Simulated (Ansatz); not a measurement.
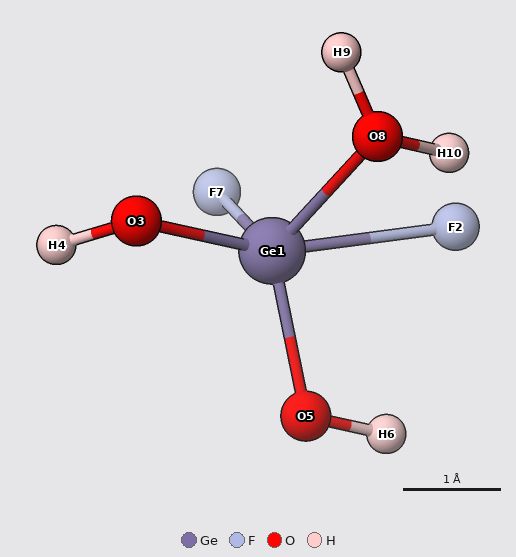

*The structure as given in the input (ball-and-stick view, seen at a tilt; atoms are numbered from 1 in the order of the input). Sticks mark near contacts.*

Bond lengths as drawn: F–Ge 1.74 to 2.07 Å, Ge–O 1.75 to 1.91 Å and H–O 0.97 to 1.14 Å.

Run report: GeH4O3F2, molecular dynamics (part 1 of 3)

System: GeH4O3F2.
Method: RKS B3LYP-D4/def2-SVP (Ansatz 0.2.0).

It belongs to a series of runs on one base structure; here: dynamics from the highest image of the converged band. Figures and captions count atoms from 1; the log counts them from 0 in places.

## Log
```
Engine: ansatz 0.2.0, aarch64-unknown-linux-gnu
Functional definition: B3LYP
  parameter a0 = 0.2
  parameter ax = 0.72
  parameter ac = 0.81
  exchange = (1 - a0 - ax)*slater_x + ax*b88_x + a0*exact_x
  correlation = (1 - ac)*vwn_rpa_c + ac*lyp_c
1254 factors; integrals over basis functions are off by at most 2.8e-4 eV
mean field evaluation 1: about -68132.8415 eV, gradient 9.0e1 eV
mean field evaluation 2: about -68111.8191 eV, gradient 1.4e2 eV
mean field evaluation 4: about -68145.7772 eV, gradient 5.9e0 eV
mean field evaluation 8: about -68145.8421 eV, gradient 1.5e-1 eV
mean field evaluation 16: about -68145.8421 eV, gradient 6.2e-6 eV
mean field -68145.84212898 eV, -2504.3135073292 hartree, gradient 6.2e-6 eV, S^2 0.000000; 0 other end points of the search recorded, 0 dependent functions left out
the calculation of the forces begins
reference -68145.84234099 eV, -2504.3135151203 hartree; 39, 39 occupied and 83, 83 virtual orbitals, 1254 factors
md step     0: t =     0.00 fs  T =   100.0 K  F+E_penalty+E_count = -68146.15144590 eV  E_kin = 0.103408 eV  conserved = -68146.04803790 eV  (28 SCF iters)
these checks for a lower state are left out or cut short: starts, cluster_reference, orbital_swaps, neighbouring_geometries, increment
1254 factors; integrals over basis functions are off by at most 2.7e-4 eV
mean field -68145.84023345 eV, -2504.3134376697 hartree, gradient 1.1e-5 eV, S^2 0.000000; 0 other end points of the search recorded, 0 dependent functions left out
the calculation of the forces begins
reference -68145.84044563 eV, -2504.3134454671 hartree; 39, 39 occupied and 83, 83 virtual orbitals, 1254 factors
md step     1: t =     0.50 fs  T =    98.4 K  F+E_penalty+E_count = -68146.14969950 eV  E_kin = 0.101705 eV  conserved = -68146.04799440 eV  (31 SCF iters)
[... from here on the SCF iterations and repeated set-up lines of each step are left out, up to the last step ...]
md step     2: t =     1.00 fs  T =    94.0 K  F+E_penalty+E_count = -68146.14505182 eV  E_kin = 0.097165 eV  conserved = -68146.04788664 eV  (30 SCF iters)
md step     3: t =     1.50 fs  T =    88.4 K  F+E_penalty+E_count = -68146.13917387 eV  E_kin = 0.091408 eV  conserved = -68146.04776622 eV  (31 SCF iters)
md step     4: t =     2.00 fs  T =    83.4 K  F+E_penalty+E_count = -68146.13393745 eV  E_kin = 0.086249 eV  conserved = -68146.04768804 eV  (30 SCF iters)
md step     5: t =     2.50 fs  T =    80.1 K  F+E_penalty+E_count = -68146.13056191 eV  E_kin = 0.082877 eV  conserved = -68146.04768467 eV  (25 SCF iters)
md step     6: t =     3.00 fs  T =    78.7 K  F+E_penalty+E_count = -68146.12910674 eV  E_kin = 0.081355 eV  conserved = -68146.04775178 eV  (31 SCF iters)
md step     7: t =     3.50 fs  T =    78.0 K  F+E_penalty+E_count = -68146.12853638 eV  E_kin = 0.080685 eV  conserved = -68146.04785170 eV  (30 SCF iters)
md step     8: t =     4.00 fs  T =    76.8 K  F+E_penalty+E_count = -68146.12730483 eV  E_kin = 0.079373 eV  conserved = -68146.04793197 eV  (31 SCF iters)
md step     9: t =     4.50 fs  T =    73.7 K  F+E_penalty+E_count = -68146.12417225 eV  E_kin = 0.076223 eV  conserved = -68146.04794920 eV  (30 SCF iters)
md step    10: t =     5.00 fs  T =    68.6 K  F+E_penalty+E_count = -68146.11887492 eV  E_kin = 0.070984 eV  conserved = -68146.04789096 eV  (31 SCF iters)
md step    11: t =     5.50 fs  T =    62.4 K  F+E_penalty+E_count = -68146.11232430 eV  E_kin = 0.064543 eV  conserved = -68146.04778172 eV  (32 SCF iters)
md step    12: t =     6.00 fs  T =    56.6 K  F+E_penalty+E_count = -68146.10621651 eV  E_kin = 0.058541 eV  conserved = -68146.04767530 eV  (24 SCF iters)
md step    13: t =     6.50 fs  T =    52.8 K  F+E_penalty+E_count = -68146.10219602 eV  E_kin = 0.054568 eV  conserved = -68146.04762831 eV  (24 SCF iters)
md step    14: t =     7.00 fs  T =    51.6 K  F+E_penalty+E_count = -68146.10098722 eV  E_kin = 0.053319 eV  conserved = -68146.04766796 eV  (24 SCF iters)
md step    15: t =     7.50 fs  T =    52.4 K  F+E_penalty+E_count = -68146.10198018 eV  E_kin = 0.054205 eV  conserved = -68146.04777475 eV  (25 SCF iters)
md step    16: t =     8.00 fs  T =    53.8 K  F+E_penalty+E_count = -68146.10353063 eV  E_kin = 0.055638 eV  conserved = -68146.04789273 eV  (31 SCF iters)
md step    17: t =     8.50 fs  T =    54.0 K  F+E_penalty+E_count = -68146.10381785 eV  E_kin = 0.055857 eV  conserved = -68146.04796103 eV  (31 SCF iters)
md step    18: t =     9.00 fs  T =    52.1 K  F+E_penalty+E_count = -68146.10178459 eV  E_kin = 0.053839 eV  conserved = -68146.04794572 eV  (30 SCF iters)
md step    19: t =     9.50 fs  T =    48.2 K  F+E_penalty+E_count = -68146.09766654 eV  E_kin = 0.049812 eV  conserved = -68146.04785488 eV  (28 SCF iters)
md step    20: t =    10.00 fs  T =    43.6 K  F+E_penalty+E_count = -68146.09286921 eV  E_kin = 0.045136 eV  conserved = -68146.04773302 eV  (24 SCF iters)
md step    21: t =    10.50 fs  T =    40.3 K  F+E_penalty+E_count = -68146.08928067 eV  E_kin = 0.041642 eV  conserved = -68146.04763863 eV  (24 SCF iters)
md step    22: t =    11.00 fs  T =    39.4 K  F+E_penalty+E_count = -68146.08836553 eV  E_kin = 0.040749 eV  conserved = -68146.04761621 eV  (23 SCF iters)
md step    23: t =    11.50 fs  T =    41.4 K  F+E_penalty+E_count = -68146.09047263 eV  E_kin = 0.042797 eV  conserved = -68146.04767579 eV  (23 SCF iters)
md step    24: t =    12.00 fs  T =    45.3 K  F+E_penalty+E_count = -68146.09467771 eV  E_kin = 0.046889 eV  conserved = -68146.04778898 eV  (24 SCF iters)
md step    25: t =    12.50 fs  T =    49.6 K  F+E_penalty+E_count = -68146.09922387 eV  E_kin = 0.051321 eV  conserved = -68146.04790301 eV  (31 SCF iters)
md step    26: t =    13.00 fs  T =    52.6 K  F+E_penalty+E_count = -68146.10234272 eV  E_kin = 0.054377 eV  conserved = -68146.04796528 eV  (31 SCF iters)
md step    27: t =    13.50 fs  T =    53.3 K  F+E_penalty+E_count = -68146.10307240 eV  E_kin = 0.055125 eV  conserved = -68146.04794749 eV  (30 SCF iters)
md step    28: t =    14.00 fs  T =    52.1 K  F+E_penalty+E_count = -68146.10169422 eV  E_kin = 0.053834 eV  conserved = -68146.04785980 eV  (30 SCF iters)
md step    29: t =    14.50 fs  T =    50.1 K  F+E_penalty+E_count = -68146.09956801 eV  E_kin = 0.051820 eV  conserved = -68146.04774826 eV  (31 SCF iters)
md step    30: t =    15.00 fs  T =    49.1 K  F+E_penalty+E_count = -68146.09841515 eV  E_kin = 0.050742 eV  conserved = -68146.04767306 eV  (25 SCF iters)
md step    31: t =    15.50 fs  T =    50.0 K  F+E_penalty+E_count = -68146.09939090 eV  E_kin = 0.051715 eV  conserved = -68146.04767595 eV  (24 SCF iters)
md step    32: t =    16.00 fs  T =    52.9 K  F+E_penalty+E_count = -68146.10244591 eV  E_kin = 0.054690 eV  conserved = -68146.04775555 eV  (24 SCF iters)
md step    33: t =    16.50 fs  T =    56.6 K  F+E_penalty+E_count = -68146.10634839 eV  E_kin = 0.058481 eV  conserved = -68146.04786789 eV  (31 SCF iters)
md step    34: t =    17.00 fs  T =    59.4 K  F+E_penalty+E_count = -68146.10935841 eV  E_kin = 0.061406 eV  conserved = -68146.04795204 eV  (31 SCF iters)
md step    35: t =    17.50 fs  T =    60.2 K  F+E_penalty+E_count = -68146.11016681 eV  E_kin = 0.062203 eV  conserved = -68146.04796338 eV  (31 SCF iters)
md step    36: t =    18.00 fs  T =    58.7 K  F+E_penalty+E_count = -68146.10858906 eV  E_kin = 0.060694 eV  conserved = -68146.04789508 eV  (31 SCF iters)
md step    37: t =    18.50 fs  T =    56.0 K  F+E_penalty+E_count = -68146.10567687 eV  E_kin = 0.057898 eV  conserved = -68146.04777927 eV  (24 SCF iters)
md step    38: t =    19.00 fs  T =    53.7 K  F+E_penalty+E_count = -68146.10322303 eV  E_kin = 0.055553 eV  conserved = -68146.04767029 eV  (24 SCF iters)
md step    39: t =    19.50 fs  T =    53.5 K  F+E_penalty+E_count = -68146.10291535 eV  E_kin = 0.055296 eV  conserved = -68146.04761949 eV  (23 SCF iters)
md step    40: t =    20.00 fs  T =    56.0 K  F+E_penalty+E_count = -68146.10554144 eV  E_kin = 0.057891 eV  conserved = -68146.04765052 eV  (29 SCF iters)
md step    41: t =    20.50 fs  T =    60.8 K  F+E_penalty+E_count = -68146.11061953 eV  E_kin = 0.062871 eV  conserved = -68146.04774863 eV  (24 SCF iters)
md step    42: t =    21.00 fs  T =    66.5 K  F+E_penalty+E_count = -68146.11662644 eV  E_kin = 0.068758 eV  conserved = -68146.04786800 eV  (31 SCF iters)
md step    43: t =    21.50 fs  T =    71.3 K  F+E_penalty+E_count = -68146.12171143 eV  E_kin = 0.073758 eV  conserved = -68146.04795311 eV  (30 SCF iters)
md step    44: t =    22.00 fs  T =    74.1 K  F+E_penalty+E_count = -68146.12456037 eV  E_kin = 0.076596 eV  conserved = -68146.04796453 eV  (31 SCF iters)
md step    45: t =    22.50 fs  T =    74.6 K  F+E_penalty+E_count = -68146.12500738 eV  E_kin = 0.077109 eV  conserved = -68146.04789804 eV  (31 SCF iters)
md step    46: t =    23.00 fs  T =    73.8 K  F+E_penalty+E_count = -68146.12409716 eV  E_kin = 0.076309 eV  conserved = -68146.04778805 eV  (31 SCF iters)
md step    47: t =    23.50 fs  T =    73.4 K  F+E_penalty+E_count = -68146.12354344 eV  E_kin = 0.075850 eV  conserved = -68146.04769319 eV  (31 SCF iters)
md step    48: t =    24.00 fs  T =    74.6 K  F+E_penalty+E_count = -68146.12482405 eV  E_kin = 0.077159 eV  conserved = -68146.04766549 eV  (31 SCF iters)
md step    49: t =    24.50 fs  T =    78.0 K  F+E_penalty+E_count = -68146.12838237 eV  E_kin = 0.080661 eV  conserved = -68146.04772094 eV  (30 SCF iters)
md step    50: t =    25.00 fs  T =    82.7 K  F+E_penalty+E_count = -68146.13338317 eV  E_kin = 0.085554 eV  conserved = -68146.04782949 eV  (30 SCF iters)
md step    51: t =    25.50 fs  T =    87.3 K  F+E_penalty+E_count = -68146.13817041 eV  E_kin = 0.090238 eV  conserved = -68146.04793275 eV  (31 SCF iters)
md step    52: t =    26.00 fs  T =    90.1 K  F+E_penalty+E_count = -68146.14116469 eV  E_kin = 0.093189 eV  conserved = -68146.04797611 eV  (31 SCF iters)
md step    53: t =    26.50 fs  T =    90.7 K  F+E_penalty+E_count = -68146.14170873 eV  E_kin = 0.093773 eV  conserved = -68146.04793609 eV  (31 SCF iters)
md step    54: t =    27.00 fs  T =    89.6 K  F+E_penalty+E_count = -68146.14043472 eV  E_kin = 0.092605 eV  conserved = -68146.04783004 eV  (31 SCF iters)
md step    55: t =    27.50 fs  T =    88.3 K  F+E_penalty+E_count = -68146.13899811 eV  E_kin = 0.091292 eV  conserved = -68146.04770657 eV  (30 SCF iters)
md step    56: t =    28.00 fs  T =    88.7 K  F+E_penalty+E_count = -68146.13932181 eV  E_kin = 0.091699 eV  conserved = -68146.04762300 eV  (30 SCF iters)
md step    57: t =    28.50 fs  T =    92.0 K  F+E_penalty+E_count = -68146.14270465 eV  E_kin = 0.095086 eV  conserved = -68146.04761887 eV  (31 SCF iters)
md step    58: t =    29.00 fs  T =    98.2 K  F+E_penalty+E_count = -68146.14920660 eV  E_kin = 0.101509 eV  conserved = -68146.04769742 eV  (31 SCF iters)
md step    59: t =    29.50 fs  T =   106.2 K  F+E_penalty+E_count = -68146.15760001 eV  E_kin = 0.109776 eV  conserved = -68146.04782365 eV  (31 SCF iters)
md step    60: t =    30.00 fs  T =   114.1 K  F+E_penalty+E_count = -68146.16591454 eV  E_kin = 0.117974 eV  conserved = -68146.04794086 eV  (28 SCF iters)
md step    61: t =    30.50 fs  T =   120.2 K  F+E_penalty+E_count = -68146.17232224 eV  E_kin = 0.124326 eV  conserved = -68146.04799633 eV  (30 SCF iters)
md step    62: t =    31.00 fs  T =   123.8 K  F+E_penalty+E_count = -68146.17595714 eV  E_kin = 0.127991 eV  conserved = -68146.04796586 eV  (31 SCF iters)
md step    63: t =    31.50 fs  T =   125.2 K  F+E_penalty+E_count = -68146.17728939 eV  E_kin = 0.129424 eV  conserved = -68146.04786568 eV  (31 SCF iters)
md step    64: t =    32.00 fs  T =   125.8 K  F+E_penalty+E_count = -68146.17786932 eV  E_kin = 0.130123 eV  conserved = -68146.04774612 eV  (30 SCF iters)
md step    65: t =    32.50 fs  T =   127.5 K  F+E_penalty+E_count = -68146.17954646 eV  E_kin = 0.131880 eV  conserved = -68146.04766668 eV  (31 SCF iters)
md step    66: t =    33.00 fs  T =   131.4 K  F+E_penalty+E_count = -68146.18354950 eV  E_kin = 0.135884 eV  conserved = -68146.04766548 eV  (30 SCF iters)
md step    67: t =    33.50 fs  T =   137.5 K  F+E_penalty+E_count = -68146.18990808 eV  E_kin = 0.142171 eV  conserved = -68146.04773738 eV  (31 SCF iters)
md step    68: t =    34.00 fs  T =   144.8 K  F+E_penalty+E_count = -68146.19752544 eV  E_kin = 0.149685 eV  conserved = -68146.04784030 eV  (30 SCF iters)
md step    69: t =    34.50 fs  T =   151.7 K  F+E_penalty+E_count = -68146.20482148 eV  E_kin = 0.156901 eV  conserved = -68146.04792062 eV  (30 SCF iters)
md step    70: t =    35.00 fs  T =   157.3 K  F+E_penalty+E_count = -68146.21055978 eV  E_kin = 0.162618 eV  conserved = -68146.04794226 eV  (31 SCF iters)
md step    71: t =    35.50 fs  T =   161.0 K  F+E_penalty+E_count = -68146.21441746 eV  E_kin = 0.166517 eV  conserved = -68146.04790049 eV  (30 SCF iters)
md step    72: t =    36.00 fs  T =   163.7 K  F+E_penalty+E_count = -68146.21706115 eV  E_kin = 0.169240 eV  conserved = -68146.04782099 eV  (31 SCF iters)
md step    73: t =    36.50 fs  T =   166.3 K  F+E_penalty+E_count = -68146.21975592 eV  E_kin = 0.172013 eV  conserved = -68146.04774334 eV  (30 SCF iters)
md step    74: t =    37.00 fs  T =   170.2 K  F+E_penalty+E_count = -68146.22374703 eV  E_kin = 0.176045 eV  conserved = -68146.04770155 eV  (30 SCF iters)
md step    75: t =    37.50 fs  T =   176.0 K  F+E_penalty+E_count = -68146.22972024 eV  E_kin = 0.182010 eV  conserved = -68146.04770987 eV  (31 SCF iters)
md step    76: t =    38.00 fs  T =   183.6 K  F+E_penalty+E_count = -68146.23757334 eV  E_kin = 0.189815 eV  conserved = -68146.04775821 eV  (30 SCF iters)
md step    77: t =    38.50 fs  T =   192.2 K  F+E_penalty+E_count = -68146.24656631 eV  E_kin = 0.198746 eV  conserved = -68146.04782076 eV  (31 SCF iters)
md step    78: t =    39.00 fs  T =   201.0 K  F+E_penalty+E_count = -68146.25573240 eV  E_kin = 0.207865 eV  conserved = -68146.04786695 eV  (31 SCF iters)
md step    79: t =    39.50 fs  T =   209.3 K  F+E_penalty+E_count = -68146.26435441 eV  E_kin = 0.216479 eV  conserved = -68146.04787575 eV  (28 SCF iters)
md step    80: t =    40.00 fs  T =   217.1 K  F+E_penalty+E_count = -68146.27230101 eV  E_kin = 0.224458 eV  conserved = -68146.04784293 eV  (31 SCF iters)
md step    81: t =    40.50 fs  T =   224.6 K  F+E_penalty+E_count = -68146.28008475 eV  E_kin = 0.232299 eV  conserved = -68146.04778607 eV  (30 SCF iters)
md step    82: t =    41.00 fs  T =   232.9 K  F+E_penalty+E_count = -68146.28858339 eV  E_kin = 0.240845 eV  conserved = -68146.04773823 eV  (30 SCF iters)
md step    83: t =    41.50 fs  T =   242.5 K  F+E_penalty+E_count = -68146.29852795 eV  E_kin = 0.250797 eV  conserved = -68146.04773059 eV  (31 SCF iters)
md step    84: t =    42.00 fs  T =   253.6 K  F+E_penalty+E_count = -68146.31002884 eV  E_kin = 0.262257 eV  conserved = -68146.04777225 eV  (31 SCF iters)
md step    85: t =    42.50 fs  T =   265.5 K  F+E_penalty+E_count = -68146.32244165 eV  E_kin = 0.274599 eV  conserved = -68146.04784279 eV  (31 SCF iters)
md step    86: t =    43.00 fs  T =   277.3 K  F+E_penalty+E_count = -68146.33467836 eV  E_kin = 0.286773 eV  conserved = -68146.04790553 eV  (31 SCF iters)
md step    87: t =    43.50 fs  T =   288.0 K  F+E_penalty+E_count = -68146.34577113 eV  E_kin = 0.297842 eV  conserved = -68146.04792955 eV  (31 SCF iters)
md step    88: t =    44.00 fs  T =   297.3 K  F+E_penalty+E_count = -68146.35534320 eV  E_kin = 0.307435 eV  conserved = -68146.04790777 eV  (30 SCF iters)
md step    89: t =    44.50 fs  T =   305.4 K  F+E_penalty+E_count = -68146.36371903 eV  E_kin = 0.315859 eV  conserved = -68146.04785980 eV  (31 SCF iters)
md step    90: t =    45.00 fs  T =   313.1 K  F+E_penalty+E_count = -68146.37163474 eV  E_kin = 0.323817 eV  conserved = -68146.04781804 eV  (31 SCF iters, 3 dispersion substeps)
md step    91: t =    45.50 fs  T =   321.0 K  F+E_penalty+E_count = -68146.37973797 eV  E_kin = 0.331927 eV  conserved = -68146.04781062 eV  (31 SCF iters, 3 dispersion substeps)
md step    92: t =    46.00 fs  T =   329.1 K  F+E_penalty+E_count = -68146.38815981 eV  E_kin = 0.340315 eV  conserved = -68146.04784467 eV  (31 SCF iters, 3 dispersion substeps)
md step    93: t =    46.50 fs  T =   337.0 K  F+E_penalty+E_count = -68146.39640432 eV  E_kin = 0.348502 eV  conserved = -68146.04790258 eV  (31 SCF iters, 3 dispersion substeps)
md step    94: t =    47.00 fs  T =   343.9 K  F+E_penalty+E_count = -68146.40361495 eV  E_kin = 0.355662 eV  conserved = -68146.04795321 eV  (31 SCF iters, 3 dispersion substeps)
md step    95: t =    47.50 fs  T =   349.2 K  F+E_penalty+E_count = -68146.40905154 eV  E_kin = 0.361082 eV  conserved = -68146.04796959 eV  (31 SCF iters, 3 dispersion substeps)
md step    96: t =    48.00 fs  T =   352.5 K  F+E_penalty+E_count = -68146.41249509 eV  E_kin = 0.364550 eV  conserved = -68146.04794485 eV  (31 SCF iters, 3 dispersion substeps)
md step    97: t =    48.50 fs  T =   354.4 K  F+E_penalty+E_count = -68146.41435749 eV  E_kin = 0.366464 eV  conserved = -68146.04789306 eV  (31 SCF iters, 3 dispersion substeps)
md step    98: t =    49.00 fs  T =   355.5 K  F+E_penalty+E_count = -68146.41547261 eV  E_kin = 0.367634 eV  conserved = -68146.04783900 eV  (28 SCF iters, 3 dispersion substeps)
md step    99: t =    49.50 fs  T =   356.7 K  F+E_penalty+E_count = -68146.41670519 eV  E_kin = 0.368897 eV  conserved = -68146.04780802 eV  (31 SCF iters, 3 dispersion substeps)
md step   100: t =    50.00 fs  T =   358.5 K  F+E_penalty+E_count = -68146.41855186 eV  E_kin = 0.370735 eV  conserved = -68146.04781638 eV  (31 SCF iters, 3 dispersion substeps)
md step   101: t =    50.50 fs  T =   360.7 K  F+E_penalty+E_count = -68146.42089397 eV  E_kin = 0.373032 eV  conserved = -68146.04786209 eV  (30 SCF iters, 3 dispersion substeps)
md step   102: t =    51.00 fs  T =   362.7 K  F+E_penalty+E_count = -68146.42303273 eV  E_kin = 0.375109 eV  conserved = -68146.04792344 eV  (31 SCF iters, 3 dispersion substeps)
md step   103: t =    51.50 fs  T =   363.7 K  F+E_penalty+E_count = -68146.42403396 eV  E_kin = 0.376067 eV  conserved = -68146.04796707 eV  (30 SCF iters, 3 dispersion substeps)
md step   104: t =    52.00 fs  T =   362.9 K  F+E_penalty+E_count = -68146.42324165 eV  E_kin = 0.375275 eV  conserved = -68146.04796695 eV  (31 SCF iters, 3 dispersion substeps)
md step   105: t =    52.50 fs  T =   360.5 K  F+E_penalty+E_count = -68146.42067632 eV  E_kin = 0.372756 eV  conserved = -68146.04792050 eV  (31 SCF iters, 3 dispersion substeps)
md step   106: t =    53.00 fs  T =   357.1 K  F+E_penalty+E_count = -68146.41707189 eV  E_kin = 0.369220 eV  conserved = -68146.04785155 eV  (30 SCF iters, 3 dispersion substeps)
md step   107: t =    53.50 fs  T =   353.7 K  F+E_penalty+E_count = -68146.41350676 eV  E_kin = 0.365709 eV  conserved = -68146.04779804 eV  (31 SCF iters, 3 dispersion substeps)
md step   108: t =    54.00 fs  T =   351.1 K  F+E_penalty+E_count = -68146.41081982 eV  E_kin = 0.363028 eV  conserved = -68146.04779183 eV  (31 SCF iters, 3 dispersion substeps)
md step   109: t =    54.50 fs  T =   349.4 K  F+E_penalty+E_count = -68146.40912711 eV  E_kin = 0.361289 eV  conserved = -68146.04783819 eV  (31 SCF iters, 3 dispersion substeps)
md step   110: t =    55.00 fs  T =   348.0 K  F+E_penalty+E_count = -68146.40772594 eV  E_kin = 0.359812 eV  conserved = -68146.04791432 eV  (31 SCF iters, 3 dispersion substeps)
md step   111: t =    55.50 fs  T =   345.7 K  F+E_penalty+E_count = -68146.40545057 eV  E_kin = 0.357471 eV  conserved = -68146.04797912 eV  (30 SCF iters, 3 dispersion substeps)
md step   112: t =    56.00 fs  T =   341.7 K  F+E_penalty+E_count = -68146.40129918 eV  E_kin = 0.353301 eV  conserved = -68146.04799860 eV  (30 SCF iters, 3 dispersion substeps)
md step   113: t =    56.50 fs  T =   335.6 K  F+E_penalty+E_count = -68146.39496199 eV  E_kin = 0.346997 eV  conserved = -68146.04796483 eV  (30 SCF iters, 3 dispersion substeps)
md step   114: t =    57.00 fs  T =   327.9 K  F+E_penalty+E_count = -68146.38695174 eV  E_kin = 0.339053 eV  conserved = -68146.04789911 eV  (30 SCF iters, 3 dispersion substeps)
```
